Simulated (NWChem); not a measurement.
**C2F2 (SMILES FC#CF) at 6 levels**

Aim: a comparison of 6 runs (HF/STO-3G, HF/3-21G, HF/pcseg-2, B3LYP/6-31G*, PBE0/def2-SVP, TPSS/6-311+G**) of C2F2. 

The results are computed with NWChem 7.3.0.

**1. Starting point**

C2F2: 4 atoms, total charge 0, spin state singlet. As SMILES, `FC#CF`. Geometry: relaxed at PBE0-D4/def2-TZVP.

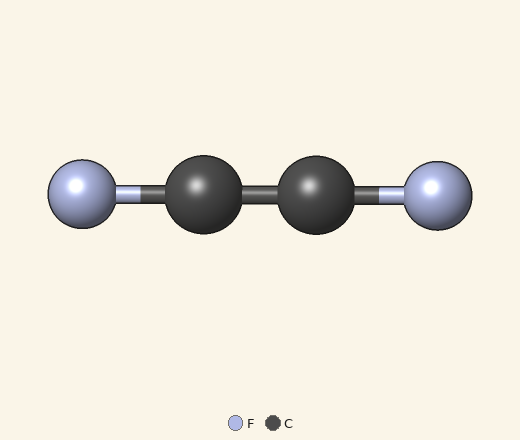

The structure, seen from a chosen angle (fluorine light blue, carbon dark grey).

**2. Energy and gradient at HF/STO-3G (run 1)**

Contents of run.py:

```python
from ase import Atoms
from ase.calculators.nwchem import NWChem

molecule = Atoms(['F', 'C', 'C', 'F'], positions=[
    [-0.136400, 0.128000, 1.852800],
    [-0.033700, 0.030200, 0.583200],
    [0.061400, -0.060400, -0.593400],
    [0.164100, -0.158200, -1.863000],
])

calc = NWChem(
    label='c2f2',
    theory='scf',
    memory='2200 mb',
    basis='STO-3G',
    basispar='spherical bse',
    scf={'nopen': '0', 'rhf': None, 'thresh': '1e-08', 'maxiter': '80'},
)
molecule.calc = calc

forces = molecule.get_forces()
print(f"energy = {molecule.get_potential_energy():.6f} eV")
print("forces (eV/A):")
for s, f in zip(molecule.symbols, forces):
    print(f"{s:2s} {f[0]:10.5f} {f[1]:10.5f} {f[2]:10.5f}")
print("dipole (e A):", molecule.get_dipole_moment().round(4))
```

Launch:

```bash
$ export ASE_NWCHEM_COMMAND="nwchem PREFIX.nwi > PREFIX.nwo"
$ python run.py
```

What it wrote:

```text
energy = -7367.360637 eV
forces (eV/A):
F    -0.26914    0.25634    3.32778
C     0.48949   -0.46630   -6.05531
C    -0.48949    0.46630    6.05531
F     0.26914   -0.25634   -3.32778
dipole (e A): [-0.  0.  0.]
```

The calculator wrote c2f2.nwi:

```
title "c2f2"

permanent_dir c2f2

scratch_dir c2f2

start c2f2

geometry units angstrom nocenter noautosym noautoz
  F  -1.3639999999999999e-01 1.2800000000000000e-01 1.8528000000000000e+00
  C  -3.3700000000000001e-02 3.0200000000000001e-02 5.8320000000000005e-01
  C  6.1400000000000003e-02 -6.0400000000000002e-02 -5.9340000000000004e-01
  F  1.6410000000000000e-01 -1.5820000000000001e-01 -1.8630000000000000e+00
end

memory 2200 mb

basis spherical bse noprint
   * library STO-3G
end

scf
  nopen 0
  rhf
  thresh 1e-08
  maxiter 80
end

task scf gradient
```

c2f2.nwo, shortened:

```text
[...]
      One-electron energy =   -566.728965813824
[... 1 line left out ...]
 Nuclear repulsion energy =     95.511003870056
[... 28 lines left out ...]
                       ROHF Final Molecular Orbital Analysis
[... 155 lines left out ...]
     1   1 0 0     -0.000000      0.000000      0.785181
[...]
  wavefunction    =   RHF
                         RHF ENERGY GRADIENTS
    atom               coordinates                        gradient
                 x          y          z           x          y          z
   1 F      -0.257759   0.241885   3.501284    0.005234  -0.004985  -0.064715
   2 C      -0.063684   0.057070   1.102088   -0.009519   0.009068   0.117757
   3 C       0.116029  -0.114139  -1.121363    0.009519  -0.009068  -0.117757
   4 F       0.310104  -0.298955  -3.520560   -0.005234   0.004985   0.064715
[...]
```

It took 1.3 s on 1 thread of Intel Xeon Platinum 8488C (Sapphire Rapids), shared host; peak memory 0.1 GiB.

**3. Energy and forces at HF/3-21G (run 2)**

Contents of mol.nw:

```
start mol
memory 2200 mb
charge 0
geometry units angstroms noautosym nocenter noautoz
   F     -0.136400     0.128000     1.852800
   C     -0.033700     0.030200     0.583200
   C      0.061400    -0.060400    -0.593400
   F      0.164100    -0.158200    -1.863000
end
basis spherical bse
   * library 3-21G
end
scf
   singlet
   rhf
   thresh 1e-08
   maxiter 80
end
task scf gradient
```

Launch:

```bash
$ nwchem mol.nw > mol.out
```

What it wrote:

```text
[...]
  functions       =    36
[...]
  wavefunction    = RHF
[...]
         Total SCF energy =   -272.976298298326
      One-electron energy =   -566.788555090658
      Two-electron energy =    198.301252922275
 Nuclear repulsion energy =     95.511003870056
        Time for solution =      0.3s
[...]
                         RHF ENERGY GRADIENTS
    atom               coordinates                        gradient
                 x          y          z           x          y          z
   1 F      -0.257759   0.241885   3.501284    0.002553  -0.002432  -0.031583
   2 C      -0.063684   0.057070   1.102088   -0.006417   0.006115   0.079430
   3 C       0.116029  -0.114139  -1.121363    0.006417  -0.006115  -0.079430
   4 F       0.310104  -0.298955  -3.520560   -0.002553   0.002432   0.031583
[...]
```

Wall time 0.88 s (1 thread of Intel Xeon Platinum 8488C (Sapphire Rapids), shared host); peak memory 0.1 GiB.

Run 3 isn't shown in full; the table further down has it.

**4. Energy and forces at B3LYP/6-31G(d) (spherical functions) (run 4)**

Contents of mol.nw:

```
start mol
memory total 2200 mb
geometry units angstrom noautosym nocenter noautoz
F    -0.136400    0.128000    1.852800
C    -0.033700    0.030200    0.583200
C     0.061400   -0.060400   -0.593400
F     0.164100   -0.158200   -1.863000
end
basis spherical bse
* library 6-31G*
end
dft
xc b3lyp
grid xfine
convergence energy 1e-08
maxiter 100
mulliken
end
task dft gradient
```

Launch:

```bash
$ nwchem mol.nw > mol.out
```

What it wrote:

```text
[...]
          Wavefunction type:  closed shell.
          No. of atoms     :     4
          No. of electrons :    30
[...]
          Charge           :     0
          Spin multiplicity:     1
[...]
          AO basis - number of functions:    56
[...]
              XC Information
              --------------
                         B3LYP Method XC Potential
                     Hartree-Fock (Exact) Exchange  0.200
                        Slater Exchange Functional  0.800 local
                    Becke 1988 Exchange Functional  0.720 non-local
              Lee-Yang-Parr Correlation Functional  0.810
                  VWN I RPA Correlation Functional  0.190 local
[...]
 d= 0,ls=0.0,diis     1   -275.6752728817 -3.71D+02  1.65D-02  5.71D-01     0.9
[...]
 d= 0,ls=0.0,diis     7   -275.7332843497 -8.33D-09  3.47D-07  2.55D-10     5.0
         Total DFT energy =     -275.733284349671
      One electron energy =     -569.510808546088
           Coulomb energy =      230.015666684943
    Exchange-Corr. energy =      -31.749146358582
 Nuclear repulsion energy =       95.511003870056
[...]
      Total Density - Mulliken Population Analysis
     ---------------------------------------------
    Atom       Charge   Shell Charges
 -----------   ------   -------------------------------------------------------
    1 F    9     9.20   2.00  0.94  3.31  1.01  1.92  0.02
    2 C    6     5.80   2.00  0.61  2.04  0.41  0.66  0.08
    3 C    6     5.80   2.00  0.61  2.04  0.41  0.66  0.08
    4 F    9     9.20   2.00  0.94  3.31  1.01  1.92  0.02
[...]
  wavefunction    = closed shell
                         DFT ENERGY GRADIENTS
    atom               coordinates                        gradient
                 x          y          z           x          y          z
   1 F      -0.257759   0.241885   3.501284    0.001411  -0.001344  -0.017449
   2 C      -0.063684   0.057070   1.102088    0.000288  -0.000274  -0.003557
   3 C       0.116029  -0.114139  -1.121363   -0.000288   0.000274   0.003557
   4 F       0.310104  -0.298955  -3.520560   -0.001411   0.001344   0.017449
[...]
```

Wall time 6.9 s (1 thread of Intel Xeon Platinum 8488C (Sapphire Rapids), shared host); peak memory 0.12 GiB.

Run 5 isn't shown in full; the table further down has it.

**5. Energy and forces at TPSS/6-311+G(d,p) (run 6)**

Contents of m1.xyz:

```xyz
4
C2F2
F     -0.136400     0.128000     1.852800
C     -0.033700     0.030200     0.583200
C      0.061400    -0.060400    -0.593400
F      0.164100    -0.158200    -1.863000
```

Contents of m1.nw:

```
start m1
title "C2F2"
memory 2200 mb
geometry units angstrom noautosym nocenter noautoz
   load m1.xyz
end
basis spherical bse
   * library 6-311+G**
end
dft
   xc xtpss03 ctpss03
   grid xfine
   convergence energy 1e-08
   maxiter 100
   mulliken
   noprint "final vectors analysis"
end
task dft gradient
```

Launch:

```bash
$ nwchem m1.nw > m1.out
```

What it wrote:

```text
[...]
          Wavefunction type:  closed shell.
          No. of atoms     :     4
          No. of electrons :    30
[...]
          Charge           :     0
          Spin multiplicity:     1
[...]
          AO basis - number of functions:    88
[...]
              XC Information
              --------------
                  TPSS metaGGA Exchange Functional  1.000
             TPSS03 metaGGA Correlation Functional  1.000
[...]
 d= 0,ls=0.0,diis     1   -275.7938690817 -3.71D+02  1.20D-02  8.73D-01     2.0
[...]
 d= 0,ls=0.0,diis     8   -275.8591582232  1.16D-09  7.16D-07  2.29D-08    14.2
         Total DFT energy =     -275.859158223208
      One electron energy =     -569.251520015343
           Coulomb energy =      229.641032762202
    Exchange-Corr. energy =      -31.759674840123
 Nuclear repulsion energy =       95.511003870056
[...]
      Total Density - Mulliken Population Analysis
     ---------------------------------------------
    Atom       Charge   Shell Charges
 -----------   ------   -------------------------------------------------------
    1 F    9     9.23   1.08  0.92  1.18  1.09  2.34  0.92  1.60  0.11 -0.01  0.01
    2 C    6     5.77   1.10  0.88  0.67  0.72  1.42  0.52  0.28 -0.07  0.11  0.13
    3 C    6     5.77   1.10  0.88  0.67  0.72  1.42  0.52  0.28 -0.07  0.11  0.13
    4 F    9     9.23   1.08  0.92  1.18  1.09  2.34  0.92  1.60  0.11 -0.01  0.01
[...]
  wavefunction    = closed shell
                         DFT ENERGY GRADIENTS
    atom               coordinates                        gradient
                 x          y          z           x          y          z
   1 F      -0.257759   0.241885   3.501284    0.001281  -0.001220  -0.015840
   2 C      -0.063684   0.057070   1.102088    0.000371  -0.000353  -0.004583
   3 C       0.116029  -0.114139  -1.121363   -0.000372   0.000353   0.004584
   4 F       0.310104  -0.298955  -3.520560   -0.001281   0.001220   0.015839
[...]
```

Wall time 20 s (1 thread of Intel Xeon Platinum 8488C (Sapphire Rapids), shared host); peak memory 0.12 GiB.

**6. Overview of the runs**

| run | level | iteration cap | module | energy (Eh) | dipole moment (D) | HOMO energy (eV) | LUMO energy (eV) | wall time |
| --- | --- | --- | --- | --- | --- | --- | --- | --- |
| 1 | HF/STO-3G | 80 | scf | -270.745512 | 0.00 | -8.61 | 11.19 | 1.3 s |
| 2 | HF/3-21G | 80 | scf | -272.976298 | 0.00 | -11.56 | 6.78 | 0.88 s |
| 3 | HF/pcseg-2 | 80 | scf | -274.568616 | 0.00 | -11.59 | 4.10 | 26 s |
| 4 | B3LYP/6-31G* (spherical functions) | 100 | dft | -275.733284 | 0.00 | -7.51 | 1.48 | 6.9 s |
| 5 | PBE0/def2-SVP | 100 | dft | -275.258623 | 0.00 | -8.15 | 1.60 | 6.3 s |
| 6 | TPSS/6-311+G** | 100 | dft | -275.859158 | 0.00 | – | – | 20 s |

**7. What came out**

| quantity | value |
| --- | --- |
| run 6: total energy | -275.85916 Eh |
| run 6: dipole moment | 0.00 D |
| run 6: largest force on an atom | 0.820 eV/Å |

**Reading.** Over runs 1, 2, 3, 4, 5 the HOMO–LUMO gap runs from 8.99 eV (B3LYP/6-31G*) to 19.80 eV (HF/STO-3G). The two ends differ in method and basis. Totals of different functionals can't be ranked against each other. In run 1 the basis is minimal, so the values are rough. All runs together took 61 s, the longest 26 s.
